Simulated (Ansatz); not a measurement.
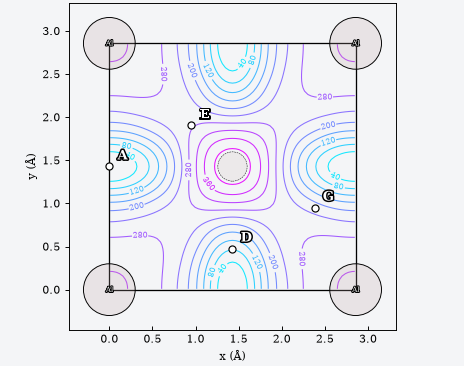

H on an Al(100) slab cut from the Fm-3m phase, its upper half relaxed before the scan (12 atoms of substrate and one adsorbate in a 2 × 2 cell). H is moved over the surface cell; relaxed at each place: the height of the adsorbate's atoms; substrate rigid; the origin of the map has the adsorbate above Al9. Places are given modulo a cell vector. The map is drawn in real space over the plane of the surface. The scan uses a 6 × 6 grid; 10 points were computed and 26 follow by symmetry. Places are given in fractions of the 1 × 1 surface cell. All energies are given in meV relative to the lowest grid point. Computed with DFT PBE, scalar-relativistic, plane waves, PAW in Ansatz 0.2.0. Settings: cutoff 420 eV, k-mesh 5×5×1, gaussian smearing 0.1 eV, no spin polarisation.

The picture shows contour lines labelled in meV, labelled circles for the atoms of the top layer and small ones for the second layer, the outline of one cell of the plane, lettered points. Between grid points the surface is interpolated.

What kind of point is each of A, E: minimum, saddle, maximum or slope?

Answer. A: minimum; E: saddle point. (In these two coordinates alone; a stationary point may lie a little off the grid point.)

Rank the lettered points by energy, lowest first.

Answer. A (0 meV), D (85 meV), G (221 meV), E (276 meV).

PAW datasets: the set soft_1.
